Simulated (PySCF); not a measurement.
```xyz
18
charge 0, multiplicity 1
C     2.6474    0.0911    0.2095
C     1.4134    0.3603   -0.6410
O     0.2860    0.5159    0.2082
C    -0.8608   -0.2429   -0.0661
C    -1.3401   -0.9355    1.2105
C    -1.9686    0.6936   -0.5781
F    -3.1301    0.0098   -0.7596
Cl   -1.5165    1.4230   -2.1346
H     2.8388    0.9379    0.8614
H     3.5131   -0.0740   -0.4260
H     2.4845   -0.7894    0.8261
H     1.5457    1.2792   -1.2261
H     1.2500   -0.4690   -1.3388
H    -0.6634   -0.9973   -0.8415
H    -1.4963   -0.1950    1.9898
H    -2.2664   -1.4676    1.0180
H    -0.5839   -1.6398    1.5454
H    -2.1615    1.5058    0.1312
```

Geometry: an image of a reaction path computed with GFN2-xTB, not a minimum.

Work out the structure from the coordinates.

Formula C₅H₁₀ClFO. As SMILES it reads `CCO[C@@H](C)[C@H](F)Cl`. It has no ring. Among its groups: ether, C–F bond, C–Cl bond. Coordination: 5 C tetrahedral; 1 O bent.

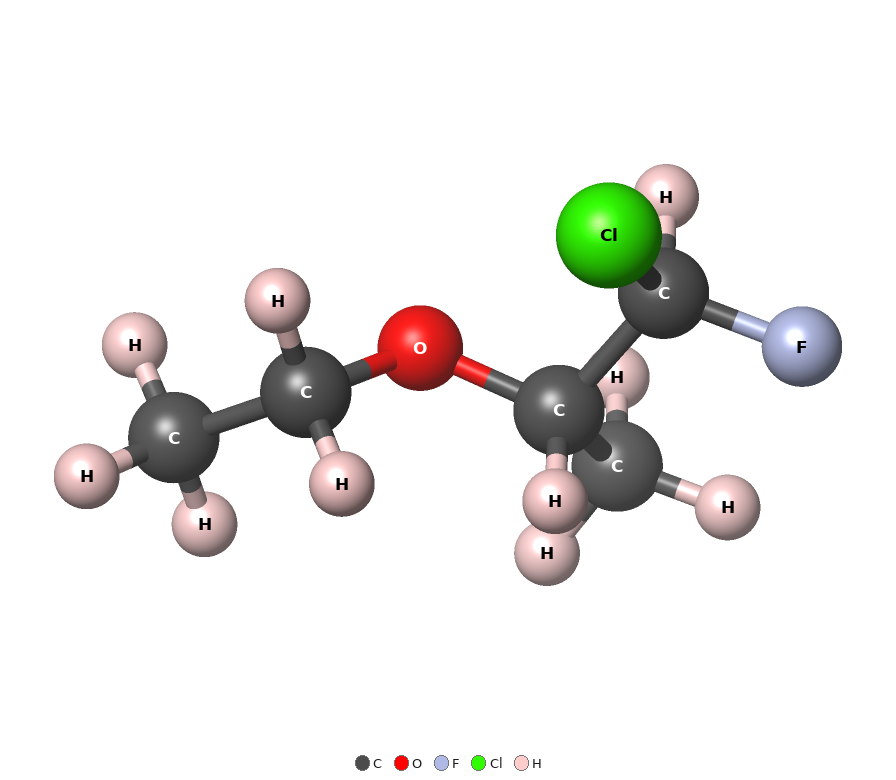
